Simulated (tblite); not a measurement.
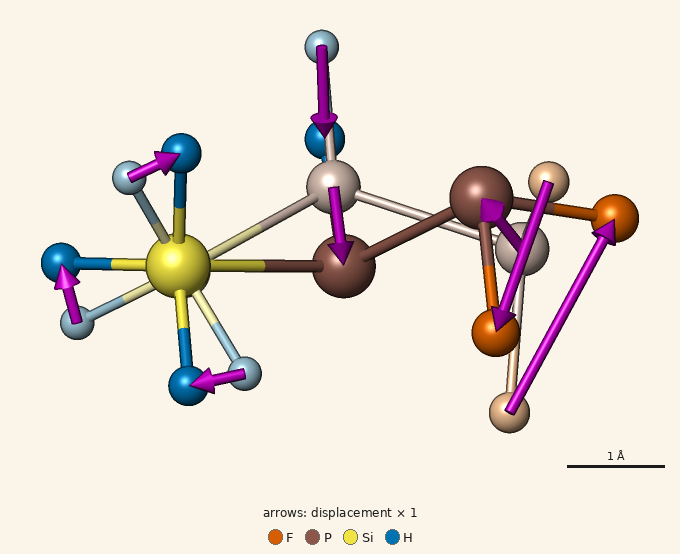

This is a relaxation of SiH3PHPF2. The starting structure is drawn faded, the final one solid; purple arrows show the displacements, at their true length. The two geometries are superimposed by the best rigid fit.

A ball-and-stick model, seen from a free direction.

Level of theory: GFN2-xTB geometry optimisation, gas phase (tblite 0.8.0). 

Q: What did the optimiser do to the structure, and how much energy did it gain?

A: The atom that moves furthest after the best rigid fit is an F atom (2.33 Å). By element the largest moves are F 2.33 Å, H 1.04 Å, P 0.92 Å, Si 0.15 Å. Some distances before and after: F–P 1.729 → 1.621 Å, H–P 1.450 → 1.392 Å, P–Si 2.201 → 2.258 Å, P–P 2.210 → 2.183 Å. Among the angles between lasting bonds that change: P–P–H 111.9° → 90.0°, Si–P–H 110.4° → 95.4°, P–P–Si 106.5° → 92.4°. Over 124 geometry steps the energy falls by 1.119 eV.
